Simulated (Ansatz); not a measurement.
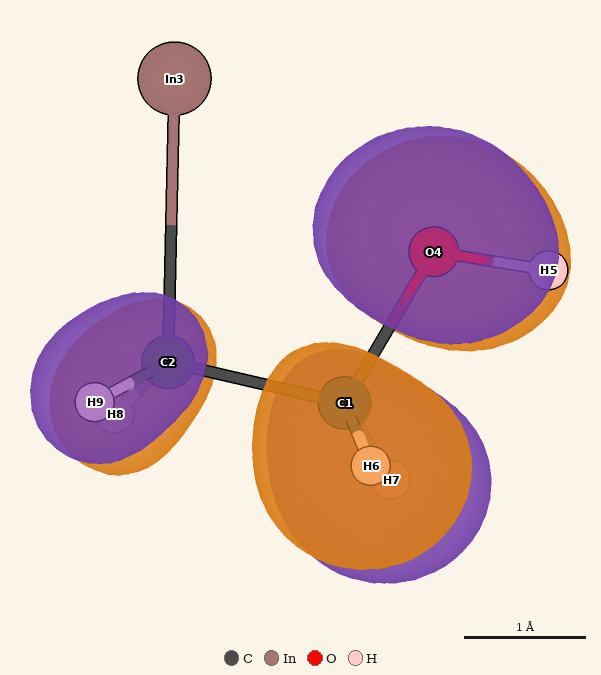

The picture shows: C$_{2}$H$_{5}$InO (SMILES OC[CH2][In]). The HOMO−1 at ±0.1 Å⁻³ᐟ² (orange and purple are the two phases), seen at a tilt.

Geometry: B3LYP-D3(BJ)/def2-SVP; core potentials replace the inner electrons of In.

The calculation used Ansatz, isolated molecule in a Gaussian basis; Kohn-Sham density functional theory, functional PBE0.

```xyz
9

C     1.3300   -0.7666   -1.4716
C     1.4473   -1.4634   -0.1360
In    1.3043    0.3426    1.3715
O     1.1754    0.6577   -1.2075
H     1.0950    1.1593   -2.0310
H     2.2269   -0.9066   -2.1041
H     0.4542   -1.1076   -2.0556
H     0.6318   -2.1827    0.0447
H     2.4032   -1.9985   -0.0146
```

Question: What is the character of this orbital?

Answer: It lies mainly on O4 (about 50 %), C1 (about 15 %), H7 (about 10 %) and H6 (about 10 %). Its energy is −8.11 eV.
